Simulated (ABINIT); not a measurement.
# RbCaH3 (Pm-3m): G0W0 in ABINIT against the screening cutoff in the self-energy

How does the gap of RbCaH3 (Pm-3m) converge in the screening cutoff in the self-energy?

Method: LDA and many-body steps on it, plane waves, in ABINIT 10.8.3.

**1. Starting point**

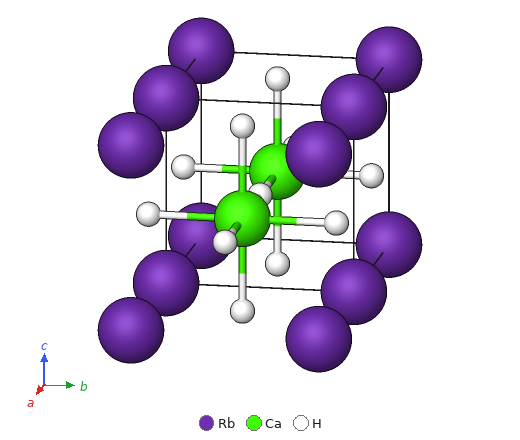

The cell as given, slightly off an axis (rubidium purple, calcium green, hydrogen white). 2×1×1 cells are drawn. Some periodic images of atoms are drawn too.

Structure file:

```cif
data_structure
_symmetry_space_group_name_H-M 'P 1'
_symmetry_Int_Tables_number 1
_cell_length_a 4.5470
_cell_length_b 4.5470
_cell_length_c 4.5470
_cell_angle_alpha 90.000
_cell_angle_beta 90.000
_cell_angle_gamma 90.000
_cell_volume 94.01
loop_
_atom_site_label
_atom_site_type_symbol
_atom_site_fract_x
_atom_site_fract_y
_atom_site_fract_z
_atom_site_occupancy
Rb1 Rb 0.00000 0.00000 0.00000 1
Ca2 Ca 0.50000 0.50000 0.50000 1
H3 H 0.00000 0.50000 0.50000 1
H4 H 0.50000 0.00000 0.50000 1
H5 H 0.50000 0.50000 0.00000 1
```

The cell and positions come from the Crystallography Open Database and are kept as given unless a step says otherwise.

**2. Screening, 2×2×2 mesh, 163 bands, screening to 176.9 eV**

This step: ABINIT 10.8.3; RPA screening on LDA, plane waves, norm-conserving pseudopotentials.

The RPA dielectric matrix is built and inverted for each q.

run.abi reads:

```
acell 3*1.0 Angstrom
rprim 
  4.547000000000 0.000000000000 0.000000000000
  0.000000000000 4.547000000000 0.000000000000
  0.000000000000 0.000000000000 4.547000000000
ntypat 3
znucl 37 20 1
natom 5
typat 1 2 3 3 3
xred 
  0.000000000000 0.000000000000 0.000000000000
  0.500000000000 0.500000000000 0.500000000000
  0.000000000000 0.500000000000 0.500000000000
  0.500000000000 0.000000000000 0.500000000000
  0.500000000000 0.500000000000 0.000000000000
pp_dirpath "pseudos"
pseudos "Rb.upf, Ca.upf, H.upf"
ecut 31
ngkpt 2 2 2
nshiftk 1
shiftk 0 0 0
kptopt 1
chksymbreak 0
istwfk *1
occopt 1
irdwfk 1
optdriver 3
nband 163
ecuteps 6.5
inclvkb 2
awtr 1
symchi 1
indata_prefix "in"
outdata_prefix "out"
tmpdata_prefix "tmp"
```

Launch:

```sh
OMP_NUM_THREADS=1 mpirun -n 4 abinit run.abi > log
```

Output:

```text
.Version 10.8.3 of ABINIT. v10.8.2 released Aug 2026.

 Symmetries : space group Pm -3 m (#221); Bravais cP (primitive cubic)
[... echo of the input left out ...]
== DATASET  1 ==================================================================
-   mpi_nproc: 4, omp_nthreads: 1 (-1 if OMP is not activated)

--- !DatasetInfo
iteration_state: {dtset: 1, }
dimensions: {natom: 5, nkpt: 4, mband: 163, nsppol: 1, nspinor: 1, nspden: 1, mpw: 5248, }
cutoff_energies: {ecut:  31.0, pawecutdg:  -1.0, }
electrons: {nelect:   2.20000000E+01, charge:   0.00000000E+00, occopt:   1.00000000E+00, tsmear:   1.00000000E-02, }

 SCREENING: Calculation of the susceptibility and dielectric matrices

 Based on a program developped by R.W. Godby, V. Olevano, G. Onida, and L. Reining.
 Incorporated in ABINIT by V. Olevano, G.-M. Rignanese, and M. Torrent.
.Using double precision arithmetic ; gwpc =  8

[... cell and pseudopotentials left out ...]
--------------------------------------------------------------------------------

 ==== K-mesh for the wavefunctions ====
 Number of points in the irreducible wedge :     4
[... list of points left out ...]
 Together with 48 symmetry operations and time-reversal symmetry
 yields     8 points in the full Brillouin Zone.

 ==== Q-mesh for the screening function ====
 Number of points in the irreducible wedge :     4
[... list of points left out ...]
 Together with 48 symmetry operations and time-reversal symmetry
 yields     8 points in the full Brillouin Zone.

 setmesh: FFT mesh size selected  =    32x   32x   32
          total number of points  =        32768

 vcoul_init : cutoff-mode = AUXILIARY_FUNCTION
 q-points for optical limit:   1
     1)      0.000010    0.000020    0.000030

- screening: taking advantage of time-reversal symmetry
- Maximum band index for partially occupied states nbvw = 11
- Remaining bands to be divided among processors   nbcw = 152
- Number of bands treated by each node ~38

 Number of electrons calculated from density =   22.0000; Expected =   22.0000
 average of density, n =  0.034678
 r_s =    1.9023
 omega_plasma =   17.9631 [eV]

 calculating chi0 at frequencies [eV] :
  1    0.000000E+00    0.000000E+00
  2    0.000000E+00    1.796310E+01

--------------------------------------------------------------------------------
  q-point number  1        q = ( 0.000000, 0.000000, 0.000000) [r.l.u.]
--------------------------------------------------------------------------------
[... chi0 elements left out ...]
 For q-point:  0.000010 0.000020 0.000030
  dielectric constant =   3.8087
  dielectric constant without local fields =   4.2920

  Average fulfillment of the sum rule on Im[epsilon] for q-point    1 :     79.25  [%]
[... wings left out ...]
  q-point number  2        q = ( 0.500000, 0.000000, 0.000000) [r.l.u.]
--------------------------------------------------------------------------------
[... chi0 elements left out ...]
  Average fulfillment of the sum rule on Im[epsilon] for q-point    2 :     82.98  [%]

 [... 2 further q-points ...]
```

Run time: 15 s. Hardware: 4 MPI ranks of Arm Neoverse V1, shared host; peak memory 0.92 GiB.

Numbers from this step:

```
ε∞ with local fields, on this mesh, along the program's q direction : 3.809
the same without local fields                                       : 4.292
plasma frequency                                                    : 17.96 eV
plane waves in the screening matrix                                 : 485
```

Local fields lower ε∞ by 11 %. On a Γ-centred mesh this coarse the value itself is usually too large, while a short band sum pulls it down.

**3. 0.7 Ha**

This step: G0W0 on LDA, plane waves, norm-conserving pseudopotentials.

run.abi, as its differences from that of step 2:

```diff
@@ -26,8 +26,17 @@
 irdwfk 1
-optdriver 3
+optdriver 4
 nband 163
-ecuteps 6.5
-inclvkb 2
-awtr 1
-symchi 1
+gwcalctyp 0
+ecutsigx 31
+symsigma 1
+nkptgw 2
+kptgw 
+  0.5000000000 0.5000000000 0.0000000000
+  0.0000000000 0.0000000000 0.0000000000
+bdgw 
+  10 14
+  10 14
+ecuteps 0.7
+irdscr 1
+ppmodel 1
 indata_prefix "in"
```

Output:

```text
.Version 10.8.3 of ABINIT. v10.8.2 released Aug 2026.

 Symmetries : space group Pm -3 m (#221); Bravais cP (primitive cubic)
[... echo of the input left out ...]
== DATASET  1 ==================================================================
-   mpi_nproc: 4, omp_nthreads: 1 (-1 if OMP is not activated)

--- !DatasetInfo
iteration_state: {dtset: 1, }
dimensions: {natom: 5, nkpt: 4, mband: 163, nsppol: 1, nspinor: 1, nspden: 1, mpw: 5248, }
cutoff_energies: {ecut:  31.0, pawecutdg:  -1.0, }
electrons: {nelect:   2.20000000E+01, charge:   0.00000000E+00, occopt:   1.00000000E+00, tsmear:   1.00000000E-02, }

 SIGMA: Calculation of the GW corrections

 Based on a program developped by R.W. Godby, V. Olevano, G. Onida, and L. Reining.
 Incorporated in ABINIT by V. Olevano, G.-M. Rignanese, and M. Torrent.
.Using double precision arithmetic ; gwpc =  8

[... cell and pseudopotentials left out ...]
--------------------------------------------------------------------------------

 ==== K-mesh for the wavefunctions ====
 Number of points in the irreducible wedge :     4
[... list of points left out ...]
 Together with 48 symmetry operations and time-reversal symmetry
 yields     8 points in the full Brillouin Zone.

 ==== Q-mesh for screening function ====
 Number of points in the irreducible wedge :     4
[... list of points left out ...]
 Together with 48 symmetry operations and time-reversal symmetry
 yields     8 points in the full Brillouin Zone.

 vcoul_init : cutoff-mode = AUXILIARY_FUNCTION
 q-points for optical limit:   1
     1)      0.000010    0.000020    0.000030
 setmesh: FFT mesh size selected  =    45x   45x   45
          total number of points  =        91125

 Number of electrons calculated from density =   22.0000; Expected =   22.0000
 average of density, n =  0.034678
 r_s =    1.9023
 omega_plasma =   17.9631 [eV]

 === KS Band Gaps ===
  >>>> For spin  1
   Minimum direct gap =   2.9320 [eV], located at k-point      :   0.5000  0.5000  0.0000
   Fundamental gap    =   2.9320 [eV], Top of valence bands at :   0.5000  0.5000  0.0000
                                       Bottom of conduction at :   0.5000  0.5000  0.0000
 SIGMA fundamental parameters:
 PLASMON POLE MODEL  1
 number of plane-waves for SigmaX                 5185
 number of plane-waves for SigmaC and W             19
 number of plane-waves for wavefunctions          5185
 number of bands                                   163
 number of independent spin polarizations            1
 number of spinorial components                      1
 number of k-points in IBZ                           4
 number of q-points in IBZ                           4
 number of symmetry operations                      48
 number of k-points in BZ                            8
 number of q-points in BZ                            8
 number of frequencies for dSigma/dE                 9
 frequency step for dSigma/dE [eV]                0.25
 number of omega for Sigma on real axis              0
 max omega for Sigma on real axis  [eV]           0.00
 zcut for avoiding poles [eV]                     0.10

 EPSILON^-1 parameters (SCR file):
 dimension of the eps^-1 matrix on file            485
 dimension of the eps^-1 matrix used                19
 number of plane-waves for wavefunctions          5185
 number of bands                                   163
 number of q-points in IBZ                           4
 number of frequencies                               2
 number of real frequencies                          1
 number of imag frequencies                          1

 matrix elements of self-energy operator (all in [eV])

 Perturbative Calculation

--- !SelfEnergy_ee
iteration_state: {dtset: 1, }
kpoint     : [   0.500,    0.500,    0.000, ]
spin       : 1
KS_gap     :    2.932
QP_gap     :    5.373
Delta_QP_KS:    2.441
data: !SigmaeeData |
     Band     E0 <VxcDFT>   SigX SigC(E0)      Z dSigC/dE  Sig(E)    E-E0       E
       10  -0.178 -10.559 -14.030   2.187   0.813  -0.230 -11.603  -1.044  -1.222
       11  -0.178 -10.559 -14.030   2.187   0.813  -0.230 -11.603  -1.044  -1.222
       12   2.754  -8.603  -3.729  -3.188   0.829  -0.207  -7.206   1.397   4.152
       13   4.654 -11.039  -4.859  -3.589   0.814  -0.228  -8.930   2.109   6.763
       14   4.654 -11.039  -4.859  -3.589   0.814  -0.228  -8.930   2.109   6.763

--- !SelfEnergy_ee
iteration_state: {dtset: 1, }
kpoint     : [   0.000,    0.000,    0.000, ]
spin       : 1
KS_gap     :    6.262
QP_gap     :    9.700
Delta_QP_KS:    3.438
data: !SigmaeeData |
     Band     E0 <VxcDFT>   SigX SigC(E0)      Z dSigC/dE  Sig(E)    E-E0       E
       10  -0.543 -10.628 -13.684   2.081   0.810  -0.234 -11.418  -0.791  -1.334
       11  -0.543 -10.628 -13.684   2.081   0.810  -0.234 -11.418  -0.791  -1.334
       12   5.719 -13.158  -5.920  -3.918   0.797  -0.254 -10.510   2.647   8.366
       13   5.719 -13.158  -5.920  -3.918   0.797  -0.254 -10.510   2.647   8.366
       14   5.719 -13.158  -5.920  -3.918   0.797  -0.254 -10.510   2.647   8.366

== END DATASET(S) ==============================================================
================================================================================

 -outvars: echo values of variables after computation  --------
           etotal      0.0000000000E+00
            nband         163
             nkpt           4
          spgroup         221
 [... the other variables as echoed above ...]

 Calculation completed.
```

Wall time 3.9 s (4 MPI ranks); peak memory 0.56 GiB; 15 s of CPU time.

Numbers from this step:

```yaml
g0w0_gap_on_the_points_computed: 5.374 eV
starting_gap_on_the_mesh: 2.932 eV
k_of_the_valence_top: 0.5, 0.5, 0
k_of_the_conduction_bottom: 0.5, 0.5, 0
z_at_the_valence_top: 0.813
z_at_the_conduction_bottom: 0.829
least_direct_g0w0_gap_on_the_computed_points: 5.374 eV
```

**4. 1.3 Ha**

run.abi, as its differences from that of step 3:

```diff
@@ -38,3 +38,3 @@
   10 14
-ecuteps 0.7
+ecuteps 1.3
 irdscr 1
```

Output:

```text
.Version 10.8.3 of ABINIT. v10.8.2 released Aug 2026.

 Symmetries : space group Pm -3 m (#221); Bravais cP (primitive cubic)
[... echo of the input left out ...]
== DATASET  1 ==================================================================
-   mpi_nproc: 4, omp_nthreads: 1 (-1 if OMP is not activated)

--- !DatasetInfo
iteration_state: {dtset: 1, }
dimensions: {natom: 5, nkpt: 4, mband: 163, nsppol: 1, nspinor: 1, nspden: 1, mpw: 5248, }
cutoff_energies: {ecut:  31.0, pawecutdg:  -1.0, }
electrons: {nelect:   2.20000000E+01, charge:   0.00000000E+00, occopt:   1.00000000E+00, tsmear:   1.00000000E-02, }

 SIGMA: Calculation of the GW corrections

 Based on a program developped by R.W. Godby, V. Olevano, G. Onida, and L. Reining.
 Incorporated in ABINIT by V. Olevano, G.-M. Rignanese, and M. Torrent.
.Using double precision arithmetic ; gwpc =  8

[... cell and pseudopotentials left out ...]
--------------------------------------------------------------------------------

 ==== K-mesh for the wavefunctions ====
 Number of points in the irreducible wedge :     4
[... list of points left out ...]
 Together with 48 symmetry operations and time-reversal symmetry
 yields     8 points in the full Brillouin Zone.

 ==== Q-mesh for screening function ====
 Number of points in the irreducible wedge :     4
[... list of points left out ...]
 Together with 48 symmetry operations and time-reversal symmetry
 yields     8 points in the full Brillouin Zone.

 vcoul_init : cutoff-mode = AUXILIARY_FUNCTION
 q-points for optical limit:   1
     1)      0.000010    0.000020    0.000030
 setmesh: FFT mesh size selected  =    45x   45x   45
          total number of points  =        91125

 Number of electrons calculated from density =   22.0000; Expected =   22.0000
[...]
number of omega for Sigma on real axis              0
 max omega for Sigma on real axis  [eV]           0.00
 zcut for avoiding poles [eV]                     0.10

 EPSILON^-1 parameters (SCR file):
 dimension of the eps^-1 matrix on file            485
 dimension of the eps^-1 matrix used                33
 number of plane-waves for wavefunctions          5185
 number of bands                                   163
 number of q-points in IBZ                           4
 number of frequencies                               2
 number of real frequencies                          1
 number of imag frequencies                          1

 matrix elements of self-energy operator (all in [eV])

 Perturbative Calculation

--- !SelfEnergy_ee
iteration_state: {dtset: 1, }
kpoint     : [   0.500,    0.500,    0.000, ]
spin       : 1
KS_gap     :    2.932
QP_gap     :    5.291
Delta_QP_KS:    2.359
data: !SigmaeeData |
     Band     E0 <VxcDFT>   SigX SigC(E0)      Z dSigC/dE  Sig(E)    E-E0       E
       10  -0.178 -10.559 -14.030   2.082   0.803  -0.246 -11.674  -1.115  -1.292
       11  -0.178 -10.559 -14.030   2.082   0.803  -0.246 -11.674  -1.115  -1.292
       12   2.754  -8.603  -3.729  -3.363   0.823  -0.215  -7.359   1.244   3.999
[...]
--- !SelfEnergy_ee
iteration_state: {dtset: 1, }
kpoint     : [   0.000,    0.000,    0.000, ]
spin       : 1
KS_gap     :    6.262
QP_gap     :    9.526
Delta_QP_KS:    3.264
data: !SigmaeeData |
     Band     E0 <VxcDFT>   SigX SigC(E0)      Z dSigC/dE  Sig(E)    E-E0       E
[...]
13   5.719 -13.158  -5.920  -4.196   0.787  -0.271 -10.766   2.392   8.111
       14   5.719 -13.158  -5.920  -4.196   0.787  -0.271 -10.766   2.392   8.111

== END DATASET(S) ==============================================================
================================================================================

 -outvars: echo values of variables after computation  --------
           etotal      0.0000000000E+00
            nband         163
             nkpt           4
          spgroup         221
 [... the other variables as echoed above ...]

 Calculation completed.
```

It took 3.9 s on 4 MPI ranks; peak memory 0.55 GiB.

This step gave:

```yaml
g0w0_gap_on_the_points_computed: 5.291 eV
starting_gap_on_the_mesh: 2.932 eV
k_of_the_valence_top: 0.5, 0.5, 0
k_of_the_conduction_bottom: 0.5, 0.5, 0
z_at_the_valence_top: 0.803
z_at_the_conduction_bottom: 0.823
least_direct_g0w0_gap_on_the_computed_points: 5.291 eV
```

**5. 2.3 Ha**

The self-energy is evaluated for the states that the input lists, and the levels follow from it, in one-shot runs by the linearised quasiparticle equation.

run.abi, as its differences from that of step 4:

```diff
@@ -38,3 +38,3 @@
   10 14
-ecuteps 1.3
+ecuteps 2.3
 irdscr 1
```

Output:

```text
.Version 10.8.3 of ABINIT. v10.8.2 released Aug 2026.

 Symmetries : space group Pm -3 m (#221); Bravais cP (primitive cubic)
[... echo of the input left out ...]
== DATASET  1 ==================================================================
-   mpi_nproc: 4, omp_nthreads: 1 (-1 if OMP is not activated)

--- !DatasetInfo
iteration_state: {dtset: 1, }
dimensions: {natom: 5, nkpt: 4, mband: 163, nsppol: 1, nspinor: 1, nspden: 1, mpw: 5248, }
cutoff_energies: {ecut:  31.0, pawecutdg:  -1.0, }
[...]
Band     E0 <VxcDFT>   SigX SigC(E0)      Z dSigC/dE  Sig(E)    E-E0       E
[...]
13   5.719 -13.158  -5.920  -4.406   0.780  -0.282 -10.949   2.209   7.928
       14   5.719 -13.158  -5.920  -4.406   0.780  -0.282 -10.949   2.209   7.928

== END DATASET(S) ==============================================================
================================================================================

 -outvars: echo values of variables after computation  --------
           etotal      0.0000000000E+00
            nband         163
             nkpt           4
          spgroup         221
 [... the other variables as echoed above ...]

 Calculation completed.
```

Wall time 4.8 s (4 MPI ranks); peak memory 0.56 GiB.

Numbers from this step:

```yaml
g0w0_gap_on_the_points_computed: 5.283 eV
starting_gap_on_the_mesh: 2.932 eV
k_of_the_valence_top: 0.5, 0.5, 0
k_of_the_conduction_bottom: 0.5, 0.5, 0
least_direct_g0w0_gap_on_the_computed_points: 5.283 eV
```

The gap on the mesh goes from 2.93 eV to 5.28 eV, a correction of +2.35 eV.

**6. 3.2 Ha**

run.abi, as its differences from that of step 5:

```diff
@@ -38,3 +38,3 @@
   10 14
-ecuteps 2.3
+ecuteps 3.2
 irdscr 1
```

Output:

```text
.Version 10.8.3 of ABINIT. v10.8.2 released Aug 2026.

 Symmetries : space group Pm -3 m (#221); Bravais cP (primitive cubic)
[... echo of the input left out ...]
== DATASET  1 ==================================================================
-   mpi_nproc: 4, omp_nthreads: 1 (-1 if OMP is not activated)

--- !DatasetInfo
iteration_state: {dtset: 1, }
dimensions: {natom: 5, nkpt: 4, mband: 163, nsppol: 1, nspinor: 1, nspden: 1, mpw: 5248, }
cutoff_energies: {ecut:  31.0, pawecutdg:  -1.0, }
[...]
Band     E0 <VxcDFT>   SigX SigC(E0)      Z dSigC/dE  Sig(E)    E-E0       E
[...]
13   5.719 -13.158  -5.920  -4.407   0.778  -0.285 -10.955   2.203   7.922
       14   5.719 -13.158  -5.920  -4.407   0.778  -0.285 -10.955   2.203   7.922

== END DATASET(S) ==============================================================
================================================================================

 -outvars: echo values of variables after computation  --------
           etotal      0.0000000000E+00
            nband         163
             nkpt           4
          spgroup         221
 [... the other variables as echoed above ...]

 Calculation completed.
```

Wall time 6.9 s (4 MPI ranks); peak memory 0.75 GiB.

Numbers from this step:

| Property | Result |
| --- | --- |
| G0W0 gap on the points computed | 5.371 eV |
| starting gap on the mesh | 2.932 eV |
| k of the valence top | 0.5, 0.5, 0 |
| k of the conduction bottom | 0.5, 0.5, 0 |
| least direct G0W0 gap on the computed points | 5.371 eV |

Against the run before, the gap moves by +0.088 eV.

[end of part 1 of 2]

[Paths, hosts, dates, memory and timing lines, banners, echoed tables and standing remarks are left out of the program output.]

[Logs are printed without paths, hosts, clocks, repeated set-up lines and the standing remarks that a program may print on its own settings, such as how far it seeks lower states.]

[Runs of the session that timed out or met a known fault of the program may be left out.]

[Hosts, paths, dates, database ids (printed as entryN), source tags and the programs' standing remarks are cut or masked in the printed files.]

[G0W0 gaps are taken among the corrected bands and points alone; a level outside them can change the order at an edge.]

[Where Ansatz stands beside ABINIT at settings called matched, ABINIT's density can come from a denser mesh and the files from another edition; pairs whose starting gaps differed by over 0.03 eV were left out, so agreement reads better than it is.]
